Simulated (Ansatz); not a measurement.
# F₄Ge···H₂O: what the fields show

Input file:

```
crystal:
  periodic: [false, false, false]
  atoms:
    - { symbol: Ge, position_ang: [0.0, 0.0, 0.0] }
    - { symbol: F, position_ang: [0.0, 0.0, 2.03] }
    - { symbol: F, position_ang: [1.5842, 0.0, -0.5594] }
    - { symbol: F, position_ang: [-0.7913, 1.3709, -0.5594] }
    - { symbol: F, position_ang: [-0.7913, -1.3709, -0.5594] }
    - { symbol: O, position_ang: [-1.9644, 0.0, 0.6527] }
    - { symbol: H, position_ang: [-2.5095, -0.6297, 0.0813] }
    - { symbol: H, position_ang: [-1.1899, 0.0, 1.7453] }
basis:
  gaussian: { orbitals: def2-SVP }
hamiltonian:
  xc: pbe0
  dispersion: d4
relax:
  f_tol: 0.15
  max_steps: 25
  restrain:
    - { distance: [0, 5], at: 2.97, k: 30.0 }
    - { distance: [7, 1], at: 2.12, k: 30.0 }
    - { distance: [0, 1], at: 1.68, k: 30.0 }
    - { distance: [7, 5], at: 1.01, k: 30.0 }
output:
  orbitals: {}
```

Run with:

```sh
ansatz run input.yaml --threads 4 --pin off --max-ram 5120MiB --backend cpu --events-out ev --progress --plain --runs-dir out
```

The fields are those of the run's last geometry, not of the input's.

Not at a stationary point (largest force 1.0 eV/Å).

Theory: Ansatz 0.2.0, RKS PBE0-D4/def2-SVP.

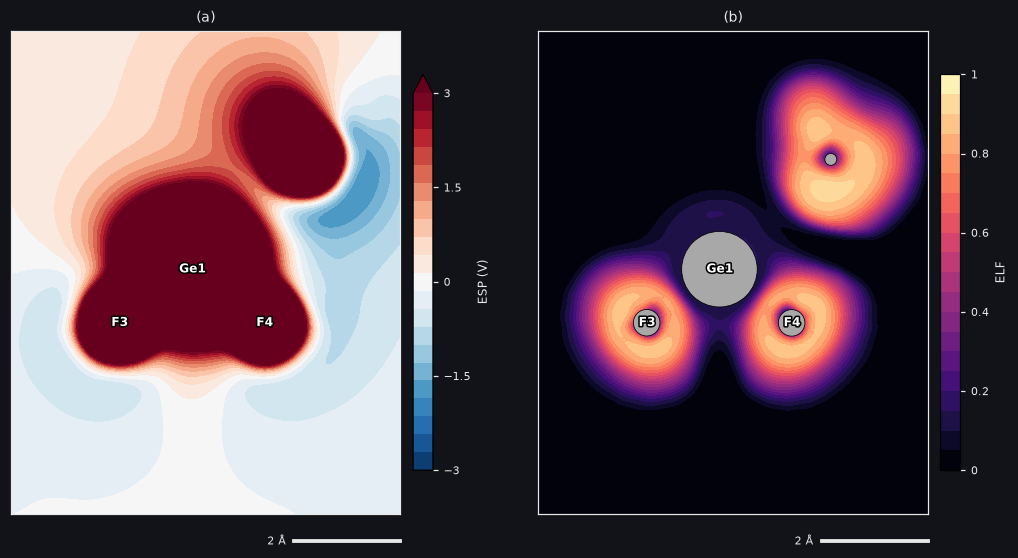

Figure 1. (a) molecular electrostatic potential; (b) ELF on the plane of atoms F3, Ge1 and F4. Grey discs cover the atomic cores in the ELF map.

### What does the map show?

The plane passes through Ge and F nuclei.
Ge–F (1.69 Å): the ELF peaks at about 0.80 in the valence shell of F, 0.5 Å from its nucleus, and is about 0.25 at the midpoint.
The ELF also peaks beside F4 and F3, away from the bonds: lone-pair regions.
Outside the dense part of the complex the potential is most negative (−1.9 V) near O6, which lies off the plane.

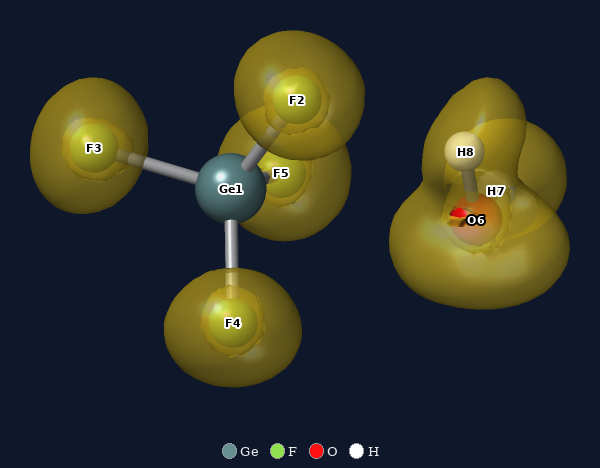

Figure 2. Isosurface of the electron localisation function at 0.75 (yellow), seen from one side. Core shells and regions of very low density are left out.

### What do the ELF domains correspond to?

The ELF exceeds this value in four regions wrapped around F (the valence shell of each) and one joined region spread over several atoms (H, O), in which their bonds and any lone pairs are merged.


Ge1···O6 (2.96 Å): the ELF dips to about 0.05 between them.

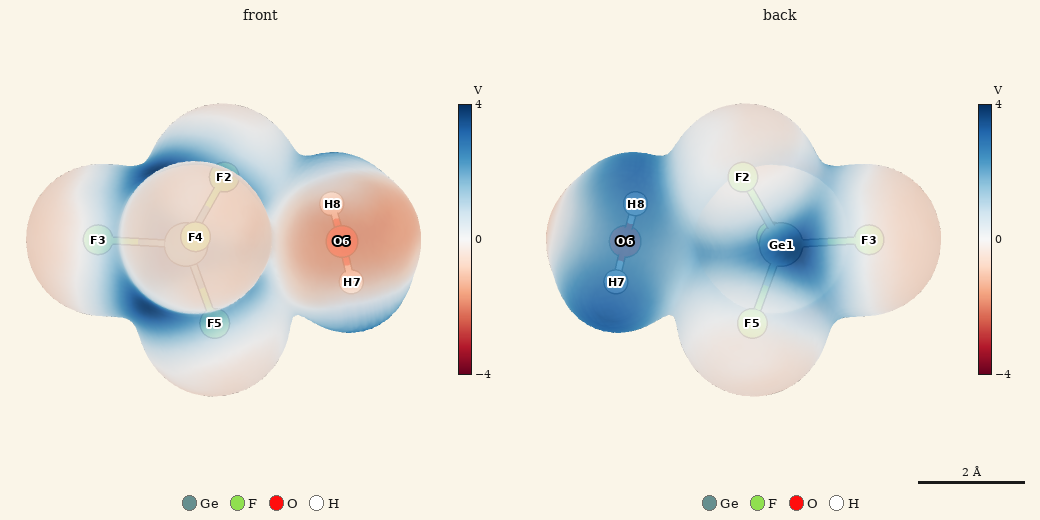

Figure 3. The electrostatic potential painted on the density surface at 0.004 e/bohr³, seen from the front and from behind; the colour scale runs from red (negative) to blue (positive).

### Which sites attract a positive test charge, and which a negative one?

A positive charge is drawn to the negative regions and a negative charge to the positive ones. The most negative region (about −1.7 V) lies over O6, the most positive (about +3.7 V) over Ge1. O6 is the likeliest acceptor of a hydrogen bond.

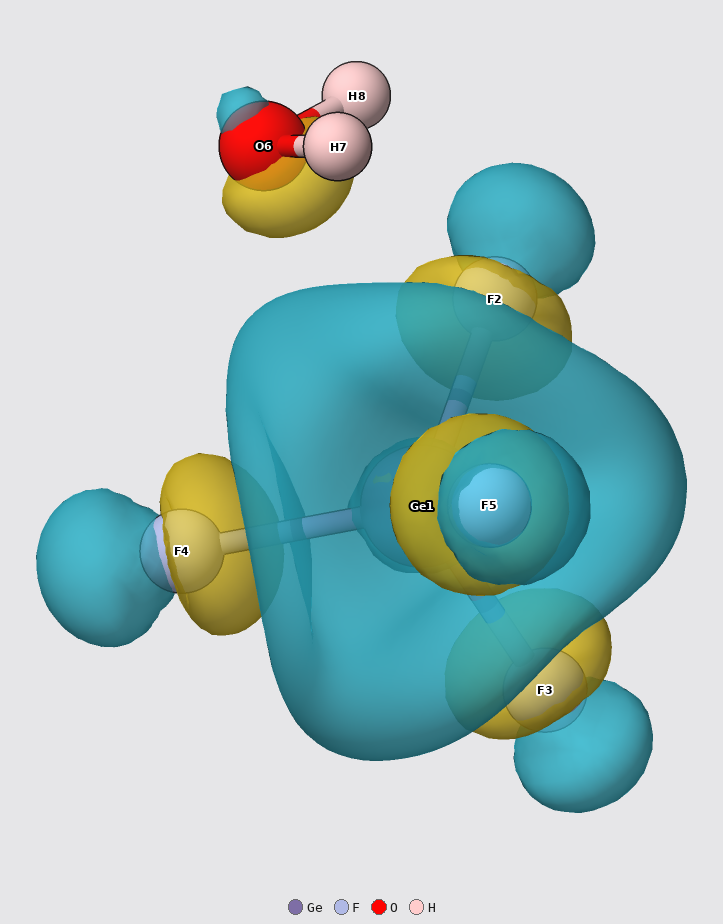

Figure 4. The LUMO at ±0.1 Å⁻³ᐟ² (yellow and cyan are the two phases), seen at an oblique angle.

### What is the character of this orbital?

By Hirshfeld shares it lies mainly on Ge1 (about 45 %), F4 (about 15 %), F5 (about 15 %), F2 (about 10 %) and F3 (about 10 %). Its energy is −1.50 eV.
